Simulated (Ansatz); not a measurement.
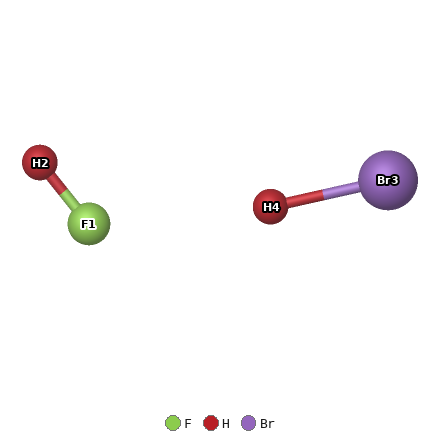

The system is the pair FH···BrH; the picture shows the reference structure. The turn is about an axis along (−0.84, 0.43, −0.33) in the frame of the relaxed pair, normal to the line between the partners. Coordinates scanned: (1) distance Br3···F1; (2) turn of F1, H2 about its own atom F1. The scan uses a 13 × 12 grid. Points are written as (first, second). Energies: eV, counted from the lowest grid point. Energies and slopes of some neighbouring points disagree (a jump in structure or state, or too coarse a mesh). These are results of Ansatz 0.2.0, RHF-MP2, frozen core/def2-TZVPD, not measurements.

Its coordinates:

```xyz
4

F     0.3898   -0.2041   -1.2450
H     0.8855    0.5007   -1.5841
Br   -0.8646   -0.0739    2.0821
H    -0.4108   -0.2227    0.7471
```

Range: distance Br3···F1 from 2.989 to 4.389 Å; turn of F1, H2 about its own atom F1 from −180 to 150°.

Q: What will the energy surface look like?

A: The lowest grid point is at (3.519 Å, 0°). Other grid points that lie below all their neighbours: (3.647 Å, 90°) (0.006 eV higher). The highest grid point, (2.989 Å, −120°), lies 3.53 eV above the lowest. At the highest point the unbonded atoms H2···H4 come to 0.66 Å, against 2.73 Å at the lowest; the sum of their van der Waals radii is about 2.4 Å.

| second ↓, first → | 2.989 | 3.032 | 3.103 | 3.190 | 3.290 | 3.400 | 3.519 | 3.647 | 3.782 | 3.925 | 4.073 | 4.228 | 4.389 |
| --- | --- | --- | --- | --- | --- | --- | --- | --- | --- | --- | --- | --- | --- |
| 150 | 0.29 | 0.24 | 0.18 | 0.13 | 0.09 | 0.07 | 0.05 | 0.05 | 0.05 | 0.05 | 0.06 | 0.07 | 0.07 |
| 120 | 0.19 | 0.15 | 0.10 | 0.06 | 0.03 | 0.01 | 0.01 | 0.01 | 0.01 | 0.02 | 0.03 | 0.04 | 0.05 |
| 90 | 0.20 | 0.16 | 0.11 | 0.06 | 0.03 | 0.01 | 0.01 | 0.01 | 0.01 | 0.02 | 0.03 | 0.04 | 0.05 |
| 60 | 0.22 | 0.18 | 0.13 | 0.08 | 0.04 | 0.02 | 0.01 | 0.01 | 0.01 | 0.02 | 0.03 | 0.04 | 0.05 |
| 30 | 0.21 | 0.17 | 0.12 | 0.07 | 0.04 | 0.02 | 0.01 | 0.01 | 0.01 | 0.02 | 0.03 | 0.04 | 0.05 |
| 0 | 0.19 | 0.15 | 0.10 | 0.05 | 0.02 | 0.01 | 0.00 | 0.00 | 0.01 | 0.02 | 0.03 | 0.04 | 0.05 |
| −30 | 0.22 | 0.18 | 0.13 | 0.08 | 0.05 | 0.03 | 0.02 | 0.02 | 0.03 | 0.03 | 0.04 | 0.05 | 0.06 |
| −60 | 0.47 | 0.41 | 0.34 | 0.26 | 0.21 | 0.16 | 0.13 | 0.12 | 0.11 | 0.10 | 0.10 | 0.10 | 0.10 |
| −90 | 1.39 | 1.24 | 1.03 | 0.82 | 0.65 | 0.51 | 0.41 | 0.33 | 0.28 | 0.24 | 0.21 | 0.19 | 0.18 |
| −120 | 3.53 | 3.00 | 2.32 | 1.73 | 1.28 | 0.95 | 0.72 | 0.55 | 0.44 | 0.36 | 0.30 | 0.26 | 0.23 |
| −150 | 1.97 | 1.73 | 1.40 | 1.10 | 0.85 | 0.66 | 0.52 | 0.41 | 0.34 | 0.28 | 0.24 | 0.22 | 0.20 |
| −180 | 0.68 | 0.61 | 0.50 | 0.40 | 0.31 | 0.25 | 0.20 | 0.17 | 0.15 | 0.14 | 0.13 | 0.13 | 0.12 |

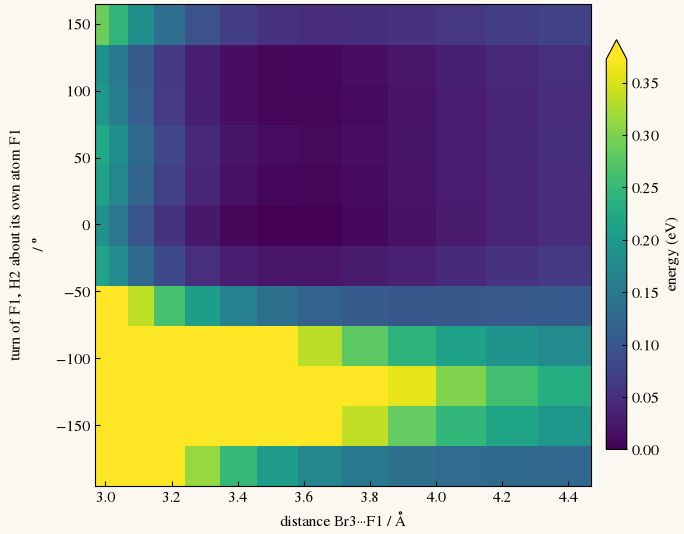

Drawn: one coloured cell a grid point, one colour for all values above the top of the scale.

Each point was launched as `ansatz run input.yaml --threads 1 --pin off --max-ram 2560MiB --backend cpu --events-out ev --progress --plain --runs-dir out`. The whole map (156 points run) took 7.9 min on 1 thread of Arm Neoverse V2, on a shared host.
